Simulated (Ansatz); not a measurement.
Band structure of SrAlGe (P-6m2, 3 atoms in the cell).

```xyz
3
Lattice="4.2965 0.0000 0.0000 -2.1483 3.7209 0.0000 0.0000 0.0000 4.7790" Properties=species:S:1:pos:R:3 pbc="T T T"
Sr     0.0000     0.0000     0.0000
Al     2.1483     1.2403     2.3895
Ge     0.0000     2.4806     2.3895
```

Computed with PBEsol, PAW files made with PBE (plane waves; Ansatz, a program for electronic structure).

Settings: kpoints.mp_grid.grid = 6 6 5; hamiltonian.xc = pbesol; hamiltonian.pseudopotentials = {kind: paw} (the program's default PAW files); scf.occupations.method = fermi_dirac; scf.occupations.width = 0.05 eV; kpoints.band_path.npoints = 8.

The starting cell comes from a database of computed structures (which also holds hypothetical and non-ambient phases and stackings), without a prior relaxation at this level.

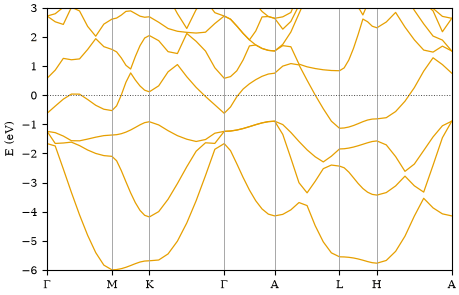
*Bands along the path, energies from the Fermi level.*

Levels in eV from the Fermi level, bands 10 to 17:
```
point      10     11     12     13     14    15    16    17
-----  ------  -----  -----  -----  -----  ----  ----  ----
Γ      -10.21  -1.66  -1.24  -1.24  -0.62  0.58  2.72  2.72
M       -8.69  -6.00  -2.10  -1.37  -0.53  1.57  2.61  3.19
K       -8.45  -5.68  -4.18  -0.91   0.12  2.05  2.69  3.50
A       -9.70  -4.14  -0.89  -0.89   0.76  1.52  1.52  2.64
L       -8.73  -5.55  -2.43  -1.84  -1.13  0.84  3.72  5.15
H       -8.50  -5.77  -3.43  -1.57  -0.81  2.32  3.69  4.75
```

Bands cross the Fermi level along this path, so the cell is metallic at this level.

Keys are those of Ansatz 0.2.
